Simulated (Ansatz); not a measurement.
**FH4NOSi: shift of H7 from Si2 to N1, part 1 of 3**

Aim: the minimum-energy path and barrier of the shift of H7 from Si2 to N1. The ends are relaxed first, then joined by a nudged elastic band. SMILES of the start: N[SiH](O)F.

Program: Ansatz 0.2.0. Level of theory: RKS PBE0-D4/cc-pVDZ. These are calculated values, not measurements.

### 1 The starting structure

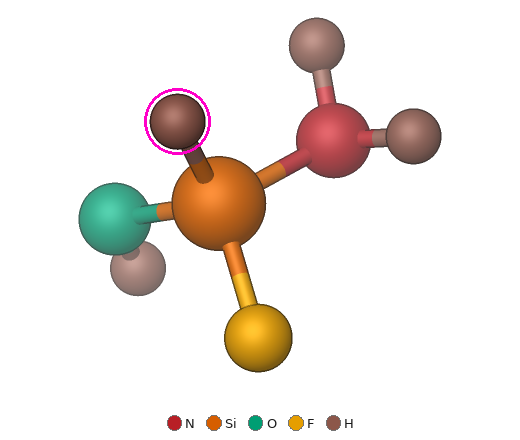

Start, viewed from a free direction; nitrogen red, silicon orange, oxygen teal, fluorine amber, hydrogen brown. Ringed: H7.

As a file:

```xyz
8

N    -1.0255    0.4040   -0.0543
Si    0.5305   -0.0312   -0.1989
O     0.6991   -1.0655    1.0435
F     0.7560   -0.8117   -1.5739
H    -1.3012    0.9946   -0.9041
H    -1.1522    1.0904    0.7281
H     1.4282    1.1613   -0.1151
H     0.1573   -1.7990    1.0190
```

### 2 End point A

Contents of input.yaml:

```yaml
crystal:
  periodic: [false, false, false]
  atoms:
    - { symbol: "N", position_ang: [-1.0255, 0.404, -0.0543] }
    - { symbol: Si, position_ang: [0.5305, -0.0312, -0.1989] }
    - { symbol: O, position_ang: [0.6991, -1.0655, 1.0435] }
    - { symbol: F, position_ang: [0.756, -0.8117, -1.5739] }
    - { symbol: H, position_ang: [-1.3012, 0.9946, -0.9041] }
    - { symbol: H, position_ang: [-1.1522, 1.0904, 0.7281] }
    - { symbol: H, position_ang: [1.4282, 1.1613, -0.1151] }
    - { symbol: H, position_ang: [0.1573, -1.799, 1.019] }
basis:
  gaussian: { orbitals: cc-pVDZ }
hamiltonian:
  xc: pbe0
  dispersion: d4
relax:
  f_tol: 0.02
  max_steps: 50
```

Started as:

```sh
> ansatz run input.yaml --threads 1 --pin off --max-ram 2048MiB --backend cpu --events-out ev --progress --plain --runs-dir out
```

Standard output, shortened:

```text
Warning: RAYON_NUM_THREADS=1 ignored (pool sized by the plan → 1); use --threads N
[...]
Functional definition: PBE0
[...]
837 factors; integrals over basis functions are off by at most 3.8e-4 eV
[...]
mean field -14189.75150421 eV, -521.4637496205 hartree, gradient 2.7e-5 eV, S^2 0.000000; 0 other end points of the search recorded, 0 dependent functions left out
[...]
reference -14189.75152755 eV, -521.4637504785 hartree; 21, 21 occupied and 59, 59 virtual orbitals, 837 factors
relax step   1: F+E_penalty+E_count = -14189.86223568 eV  Δ(F+E_penalty+E_count) = +0.000e0 eV  max|allowed force component| = 4.706e0 eV/Å  Δτ_max = 0.0000 Å  (25 SCF iters, accepted)
[...]
Atom 0 at    -1.068312     0.525213    -0.103141 Å, force    -0.000566     0.000573     0.007031 eV/Å
Atom 1 at     0.572535    -0.009490    -0.171562 Å, force    -0.002304    -0.000641    -0.009509 eV/Å
Atom 2 at     0.861207    -1.114040     1.039233 Å, force    -0.003841    -0.007190     0.003668 eV/Å
Atom 3 at     0.699404    -0.680618    -1.667219 Å, force    -0.001416     0.001878     0.006585 eV/Å
Atom 4 at    -1.448453     0.937131    -0.950925 Å, force    -0.001293     0.002140     0.000786 eV/Å
Atom 5 at    -1.355288     1.071326     0.704241 Å, force     0.002494    -0.002357    -0.008910 eV/Å
Atom 6 at     1.678749     0.975217    -0.049270 Å, force     0.001269     0.001710     0.001579 eV/Å
Atom 7 at     0.152358    -1.761839     1.142943 Å, force     0.005657     0.003888    -0.001229 eV/Å
Dipole moment:    -0.437475     0.276285     0.209257 e Å
```

Run time: 29 s. Hardware: 1 thread of Arm Neoverse V2, shared host; peak memory 0.15 GiB.

The steps of the relaxation:

```
step  energy from step 1 (eV)  largest force component (eV/Å)
   1                   0.0000                          4.7059
   2                  -0.5478                          1.8419
   3                  -0.6903                          0.2712
  4x                  -0.6745                          0.7039
   5                  -0.7057                          0.1744
   6                  -0.7084                          0.0801
   7                  -0.7086                          0.1090
   8                  -0.7097                          0.0229
   9                  -0.7098                          0.0095
```

Step 1 is the start. 1 step was tried and not accepted (4; marked x where the table lists them).

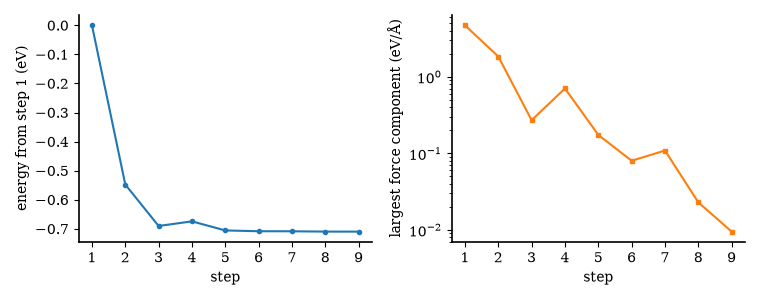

How energy and force went from step to step.

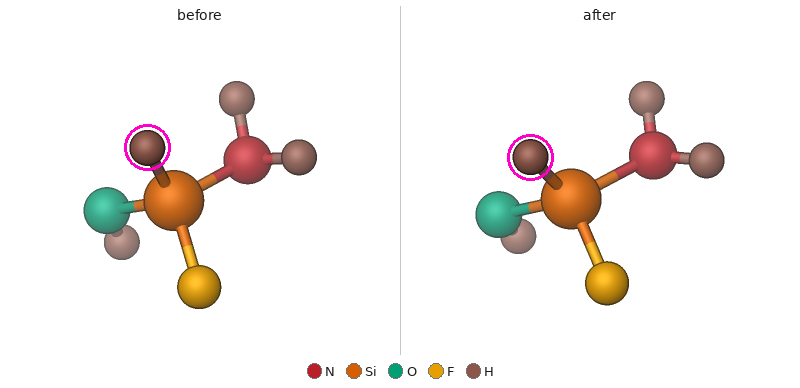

The structure before (left) and after (right), drawn at the same scale.

After: Bond lengths: N1–Si2 1.727 Å, Si2–O3 1.664 Å, Si2–F4 1.644 Å, N1–H5 1.016 Å, N1–H6 1.016 Å, Si2–H7 1.486 Å, O3–H8 0.966 Å. Angles: N1–Si2–O3 110.0°, N1–Si2–F4 103.6°, N1–Si2–H7 119.9°, O3–Si2–F4 112.2°, O3–Si2–H7 104.5°, F4–Si2–H7 106.7°, Si2–N1–H5 116.6°, Si2–N1–H6 117.8°, H5–N1–H6 109.8°, Si2–O3–H8 113.3°.

### 3 End point B

The second end starts from a geometry with the move made by hand.

input.yaml, as its differences from that of step 2:

```diff
@@ -9,3 +9,3 @@
     - { symbol: H, position_ang: [-1.1522, 1.0904, 0.7281] }
-    - { symbol: H, position_ang: [1.4282, 1.1613, -0.1151] }
+    - { symbol: H, position_ang: [-1.09173, -0.62097, 0.10893] }
     - { symbol: H, position_ang: [0.1573, -1.799, 1.019] }
```

Started as:

```sh
> ansatz run input.yaml --threads 1 --pin off --max-ram 2048MiB --backend cpu --events-out ev --progress --plain --runs-dir out
```

Standard output, shortened:

```text
Warning: RAYON_NUM_THREADS=1 ignored (pool sized by the plan → 1); use --threads N
[...]
[... 1 set-up line as earlier in the session ...]
[...]
838 factors; integrals over basis functions are off by at most 3.8e-4 eV
[...]
mean field -14185.19854182 eV, -521.2964313391 hartree, gradient 9.3e-6 eV, S^2 0.000000; 0 other end points of the search recorded, 0 dependent functions left out
[...]
reference -14185.19856411 eV, -521.2964321580 hartree; 21, 21 occupied and 59, 59 virtual orbitals, 838 factors
[...]
relax step  14: F+E_penalty+E_count = -14189.44701977 eV  Δ(F+E_penalty+E_count) = +6.646e-3 eV  max|allowed force component| = 5.311e-1 eV/Å  Δτ_max = 0.1466 Å  (27 SCF iters, rejected (line search))
[...]
relax step  15: F+E_penalty+E_count = -14189.45524738 eV  Δ(F+E_penalty+E_count) = -1.581e-3 eV  max|allowed force component| = 3.781e-2 eV/Å  Δτ_max = 0.0485 Å  (28 SCF iters, accepted)
[...]
838 factors; integrals over basis functions are off by at most 5.8e-4 eV
```

### 4 The output, continued: end point B relaxed

Output, continued, shortened:

```text
mean field -14189.34409637 eV, -521.4487776588 hartree, gradient 1.3e-5 eV, S^2 0.000000; 0 other end points of the search recorded, 0 dependent functions left out
[...]
reference -14189.34411914 eV, -521.4487784956 hartree; 21, 21 occupied and 59, 59 virtual orbitals, 838 factors
[...]
Atom 4 at    -1.339761     1.417064    -0.537058 Å, force     0.004407    -0.019713     0.008896 eV/Å
Atom 5 at    -1.331108     0.477491     0.829847 Å, force     0.000444    -0.000654    -0.018898 eV/Å
Atom 6 at    -1.599586    -0.215876    -0.652383 Å, force     0.000798     0.010505     0.009351 eV/Å
Atom 7 at     0.551628    -1.754072     1.116422 Å, force    -0.000151    -0.001933    -0.001158 eV/Å
Dipole moment:    -1.009973     0.250655     0.115281 e Å
```

Wall time 80 s (1 thread of Arm Neoverse V2, shared host); peak memory 0.15 GiB.

Step by step:

```
step  energy from step 1 (eV)  largest force component (eV/Å)
   1                   0.0000                         12.8414
   2                  -2.4754                          7.5030
   3                  -3.6899                          2.3365
   4                  -4.0359                          0.7885
   5                  -4.0991                          0.2471
   6                  -4.1286                          0.1991
  7x                  -4.0722                          0.5848
   8                  -4.1358                          0.0523
   9                  -4.1366                          0.0389
  10                  -4.1376                          0.0426
 11x                  -4.1238                          0.6405
  12                  -4.1388                          0.0570
  13                  -4.1404                          0.0226
 14x                  -4.1337                          0.5311
  15                  -4.1420                          0.0378
  16                  -4.1440                          0.1140
 17x                  -4.1436                          0.2887
  18                  -4.1462                          0.0497
  19                  -4.1481                          0.0670
  20                  -4.1494                          0.1552
  21                  -4.1501                          0.1830
  22                  -4.1518                          0.0811
  23                  -4.1523                          0.0320
  24                  -4.1528                          0.0343
  25                  -4.1529                          0.0197
```

Step 1 is the start. 4 steps were tried and not accepted (7, 11, 14, 17; marked x where the table lists them).

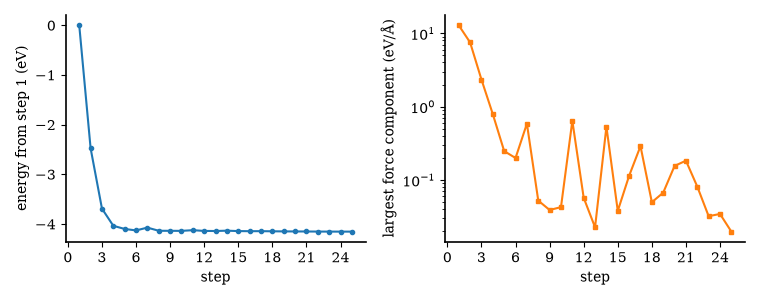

Energy and largest force along the relaxation.

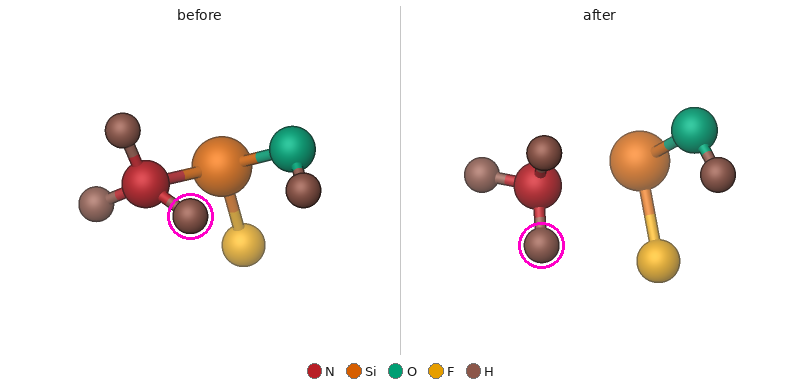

Before and after, at one scale.

After: Bond lengths: N1–Si2 2.167 Å, Si2–O3 1.715 Å, Si2–F4 1.703 Å, N1–H5 1.021 Å, N1–H6 1.022 Å, N1–H7 1.023 Å, O3–H8 0.968 Å. Angles: N1–Si2–O3 90.3°, N1–Si2–F4 84.9°, O3–Si2–F4 97.8°, Si2–N1–H5 117.4°, Si2–N1–H6 108.2°, Si2–N1–H7 105.8°, H5–N1–H6 108.5°, H5–N1–H7 108.3°, H6–N1–H7 108.3°, Si2–O3–H8 112.3°.

### 5 Nudged elastic band

crystal.atoms is end A as relaxed above, and neb.final_atoms is end B, turned to lie on A. With 5 inner images the band has 7 in all. The start path is listed, through a guess of the saddle.

Contents of input.yaml:

```yaml
crystal:
  periodic: [false, false, false]
  atoms:
    - { symbol: "N", position_ang: [-1.068312, 0.525213, -0.103141] }
    - { symbol: Si, position_ang: [0.572535, -0.00949, -0.171562] }
    - { symbol: O, position_ang: [0.861207, -1.11404, 1.039233] }
    - { symbol: F, position_ang: [0.699404, -0.680618, -1.667219] }
    - { symbol: H, position_ang: [-1.448453, 0.937131, -0.950925] }
    - { symbol: H, position_ang: [-1.355288, 1.071326, 0.704241] }
    - { symbol: H, position_ang: [1.678749, 0.975217, -0.04927] }
    - { symbol: H, position_ang: [0.152358, -1.761839, 1.142943] }
basis:
  gaussian: { orbitals: cc-pVDZ }
hamiltonian:
  xc: pbe0
  dispersion: d4
neb:
  order_check: false
  images: 5
  f_tol: 0.05
  max_iterations: 60
  final_atoms:
    - { symbol: "N", position_ang: [-0.62620008, 0.82958079, -0.24875564] }
    - { symbol: Si, position_ang: [1.36263265, 0.09384378, 0.19758358] }
    - { symbol: O, position_ang: [0.70719412, -1.03172867, 1.31312973] }
    - { symbol: F, position_ang: [1.16948657, -0.83938449, -1.21387711] }
    - { symbol: H, position_ang: [-0.725576, 1.82680151, -0.44433123] }
    - { symbol: H, position_ang: [-1.23828761, 0.58941687, 0.53408976] }
    - { symbol: H, position_ang: [-0.93727446, 0.30744706, -1.07206345] }
    - { symbol: H, position_ang: [0.38022481, -1.83307686, 0.87852436] }
  initial_path:
    images:
      - { positions_ang: [[-1.068312, 0.525213, -0.103141], [0.572535, -0.00949, -0.171562], [0.861207, -1.11404, 1.039233], [0.699404, -0.680618, -1.667219], [-1.448453, 0.937131, -0.950925], [-1.355288, 1.071326, 0.704241], [1.678749, 0.975217, -0.04927], [0.152358, -1.761839, 1.142943]] }
      - { positions_ang: [[-0.98536662, 0.51646813, -0.09194542], [0.60311115, -0.0363112, -0.23366178], [0.87345302, -1.08968438, 1.00593323], [0.68318121, -0.78292737, -1.67106939], [-1.34821187, 0.97426003, -0.94334262], [-1.1667765, 1.13092372, 0.689951], [1.23210807, 0.97810689, 0.07961693], [0.20070154, -1.74793582, 1.10881805]] }
      - { positions_ang: [[-0.90242124, 0.50772326, -0.08074983], [0.63368729, -0.0631324, -0.29576156], [0.88569904, -1.06532876, 0.97263346], [0.66695843, -0.88523675, -1.67491979], [-1.24797075, 1.01138905, -0.93576024], [-0.978265, 1.19052145, 0.675661], [0.78546714, 0.98099679, 0.20850385], [0.24904509, -1.73403264, 1.0746931]] }
      - { positions_ang: [[-0.81947587, 0.49897839, -0.06955425], [0.66426344, -0.0899536, -0.35786134], [0.89794506, -1.04097314, 0.93933369], [0.65073564, -0.98754612, -1.67877018], [-1.14772962, 1.04851808, -0.92817785], [-0.7897535, 1.25011917, 0.661371], [0.33882621, 0.98388668, 0.33739078], [0.29738863, -1.72012946, 1.04056815]] }
      - { positions_ang: [[-0.7550506, 0.60917919, -0.12928805], [0.89705318, -0.02868781, -0.17271303], [0.83436141, -1.03789165, 1.06393237], [0.82365262, -0.93815891, -1.52380582], [-1.00701175, 1.30794589, -0.76689565], [-0.93926487, 1.02988507, 0.61894392], [-0.08654068, 0.75840681, -0.1324273], [0.32500069, -1.75777859, 0.98655355]] }
      - { positions_ang: [[-0.69062534, 0.71937999, -0.18902184], [1.12984292, 0.03257799, 0.01243527], [0.77077777, -1.03481016, 1.18853105], [0.9965696, -0.8887717, -1.36884147], [-0.86629387, 1.5673737, -0.60561344], [-1.08877624, 0.80965097, 0.57651684], [-0.51190757, 0.53292693, -0.60224537], [0.35261275, -1.79542772, 0.93253895]] }
      - { positions_ang: [[-0.62620008, 0.82958079, -0.24875564], [1.36263265, 0.09384378, 0.19758358], [0.70719412, -1.03172867, 1.31312973], [1.16948657, -0.83938449, -1.21387711], [-0.725576, 1.82680151, -0.44433123], [-1.23828761, 0.58941687, 0.53408976], [-0.93727446, 0.30744706, -1.07206345], [0.38022481, -1.83307686, 0.87852436]] }
```

Started as:

```sh
> ansatz run input.yaml --threads 1 --pin off --max-ram 2048MiB --backend cpu --events-out ev --progress --plain --runs-dir out
```

Standard output, shortened:

```text
Warning: RAYON_NUM_THREADS=1 ignored (pool sized by the plan → 1); use --threads N
[...]
[... 1 set-up line as earlier in the session ...]
[...]
839 factors; integrals over basis functions are off by at most 2.9e-4 eV
[...]
mean field -14190.46293771 eV, -521.4898943198 hartree, gradient 2.2e-5 eV, S^2 0.000000; 0 other end points of the search recorded, 0 dependent functions left out
[...]
reference -14190.46296087 eV, -521.4898951708 hartree; 21, 21 occupied and 59, 59 virtual orbitals, 839 factors
[...]
NEB iter   9: max|band force component| = 1.248e0 eV/Å  barrier→ = 3.0011 eV  barrier← = 1.8953 eV  Δτ_max = 0.0967 Å  (143 SCF iters)
[...]
NEB iter  13: max|band force component| = 1.546e0 eV/Å  barrier→ = 2.4892 eV  barrier← = 1.3833 eV  Δτ_max = 0.0986 Å  (142 SCF iters)
[...]
NEB iter  16: max|band force component| = 1.036e0 eV/Å  barrier→ = 1.8544 eV  barrier← = 0.7486 eV  Δτ_max = 0.0978 Å  (142 SCF iters)
NEB iter  17: max|band force component| = 9.537e-1 eV/Å  barrier→ = 1.8337 eV  barrier← = 0.7279 eV  Δτ_max = 0.1947 Å  (141 SCF iters)
```

### 6 The log goes on: band between the two ends

The log, continued, shortened:

```text
NEB iter  18: max|band force component| = 9.918e-1 eV/Å  barrier→ = 1.8376 eV  barrier← = 0.7318 eV  Δτ_max = 0.1554 Å  (140 SCF iters)
[...]
NEB iter  27: max|band force component| = 3.456e0 eV/Å  barrier→ = 3.3203 eV  barrier← = 2.2145 eV  CI = image 1  Δτ_max = 0.2000 Å  (141 SCF iters)
[...]
NEB iter  36: max|band force component| = 1.432e0 eV/Å  barrier→ = 3.0535 eV  barrier← = 1.9477 eV  CI = image 2  Δτ_max = 0.1949 Å  (140 SCF iters)
[...]
Atom 4 at    -1.048661     1.299981    -0.958885 Å, force     0.000057    -0.000042    -0.000032 eV/Å
Atom 5 at    -1.384609     0.815974     0.623874 Å, force     0.000049     0.000059    -0.000022 eV/Å
Atom 6 at     0.672115     1.397089    -0.006032 Å, force     0.000042    -0.000042    -0.000162 eV/Å
Atom 7 at     0.275237    -1.916957     1.034434 Å, force    -0.000051    -0.000007    -0.000062 eV/Å
Dipole moment:    -0.587138     0.228529     0.088613 e Å
this run last wrote the band of iteration 56 to <dir>
```

It took 12 min on 1 thread of Arm Neoverse V2, shared host; peak memory 0.15 GiB.

### 7 What the band shows

The 5 inner images lie between the fixed ends 0 and 6. Energy is taken from image 0, and the path length is the program's own coordinate along the band.

```
image  path (Å)  energy (eV)  H7–Si2 (Å)  H7–N1 (Å)  band force (eV/Å)
    0     0.000       0.0000        1.49       2.78                  -
    1     0.898       0.5106        1.48       2.36              0.022
   2*     1.795       3.0292        1.62       1.43              0.000
    3     3.211       1.1086        2.77       1.02              0.001
    4     4.626       1.5721        2.66       1.01              0.002
    5     6.042       1.6957        2.78       1.02              0.005
    6     7.457       1.1058        2.64       1.02                  -
```

The star marks the climbing image.

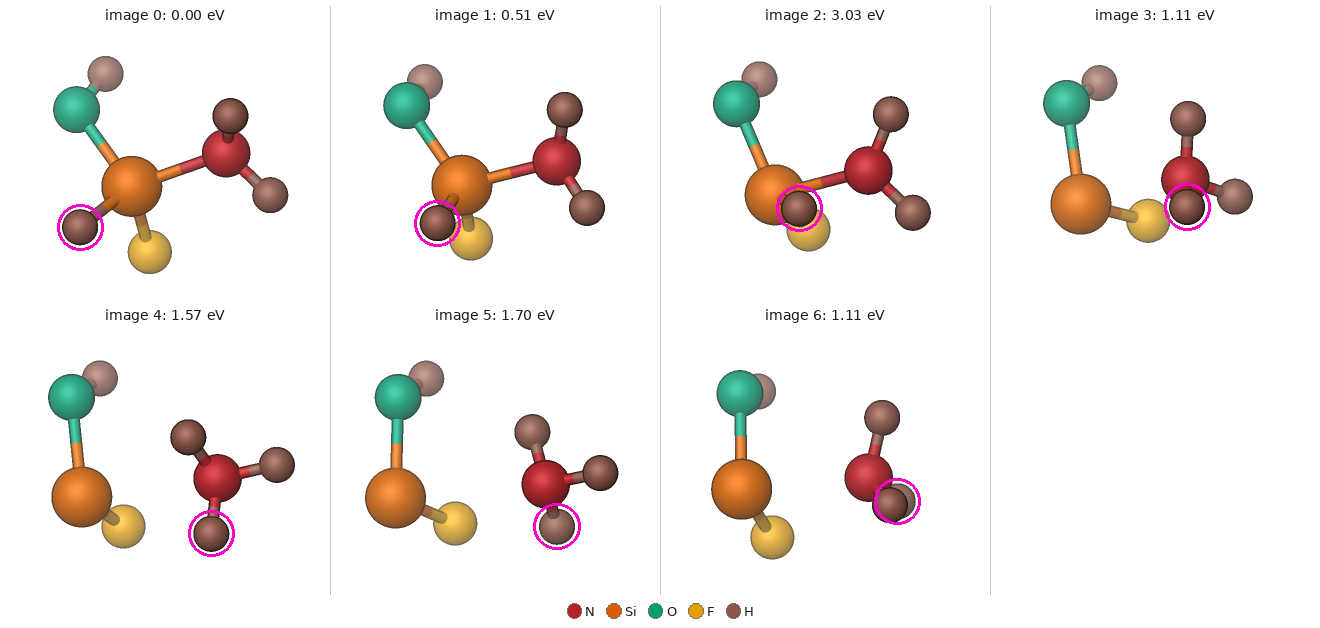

The images of the last band, seen from a free direction. Ringed: H7. Sticks join atoms closer than a bonding distance in each image.

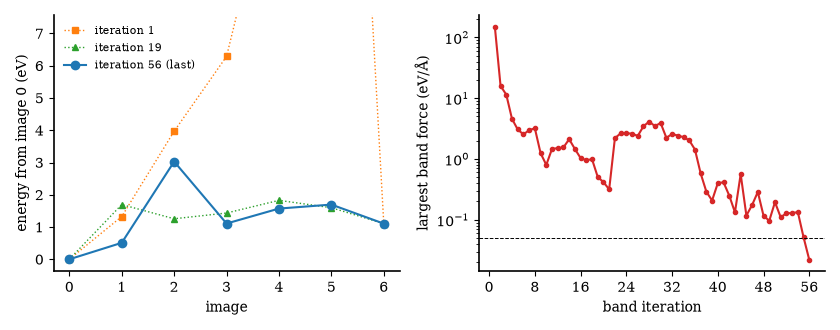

Left: energy of each image for early iterations and the last one (lines only join the points; early values far above the last band run off the scale). Right: the largest band force by iteration, with the threshold dashed.

How the highest energy settled:

```
iteration  highest image above image 0 (eV)  largest band force (eV/Å)
        1                           30.3786                    150.378
        6                            2.8245                      2.536
       11                            3.1372                      1.466
       16                            1.8544                      1.036
       21                            1.8296                      0.316
       26                            3.2141                      2.398
       31                            2.1779                      2.236
       36                            3.0535                      1.432
       41                            3.0297                      0.413
       46                            3.0292                      0.175
       51                            3.0292                      0.110
       56                            3.0292                      0.022
```

Positions of all images (Å):

```xyz
8
image=0 dE=0.0000
N    -1.068    0.525   -0.103
Si    0.573   -0.009   -0.172
O     0.861   -1.114    1.039
F     0.699   -0.681   -1.667
H    -1.448    0.937   -0.951
H    -1.355    1.071    0.704
H     1.679    0.975   -0.049
H     0.152   -1.762    1.143
8
image=1 dE=0.5106
N    -1.022    0.592   -0.213
Si    0.561   -0.061   -0.175
O     0.835   -1.063    1.127
F     0.730   -1.008   -1.516
H    -1.143    1.331   -0.898
H    -1.473    0.809    0.664
H     1.241    1.245   -0.075
H     0.363   -1.903    1.030
8
image=2 dE=3.0292
N    -0.666    0.891   -0.104
Si    0.875   -0.187   -0.263
O     0.823   -1.125    1.133
F     0.546   -1.231   -1.515
H    -1.049    1.300   -0.959
H    -1.385    0.816    0.624
H     0.672    1.397   -0.006
H     0.275   -1.917    1.034
8
image=3 dE=1.1086
N    -0.402    0.989   -0.116
Si    1.301   -0.340   -0.297
O     0.816   -1.193    1.109
F     0.341   -1.179   -1.423
H    -1.059    0.754   -0.864
H    -0.854    0.793    0.780
H    -0.202    1.989   -0.162
H     0.150   -1.869    0.917
8
image=4 dE=1.5721
N    -0.753    0.924   -0.288
Si    1.393   -0.353   -0.118
O     0.854   -1.191    1.247
F     0.902   -1.375   -1.340
H    -1.740    1.157   -0.409
H    -0.566    1.122    0.689
H    -0.260    1.587   -0.877
H     0.262   -1.929    1.040
8
image=5 dE=1.6957
N    -0.674    1.222   -0.245
Si    1.650   -0.297    0.009
O     0.912   -1.053    1.329
F     0.866   -1.153   -1.212
H    -1.560    1.730   -0.256
H    -0.847    0.443    0.386
H    -0.582    0.846   -1.186
H     0.325   -1.795    1.120
8
image=6 dE=1.1058
N    -0.626    0.830   -0.249
Si    1.363    0.094    0.198
O     0.707   -1.032    1.313
F     1.169   -0.839   -1.214
H    -0.726    1.827   -0.444
H    -1.238    0.589    0.534
H    -0.937    0.307   -1.072
H     0.380   -1.833    0.879
```

(Continued in part 2 of 3.)
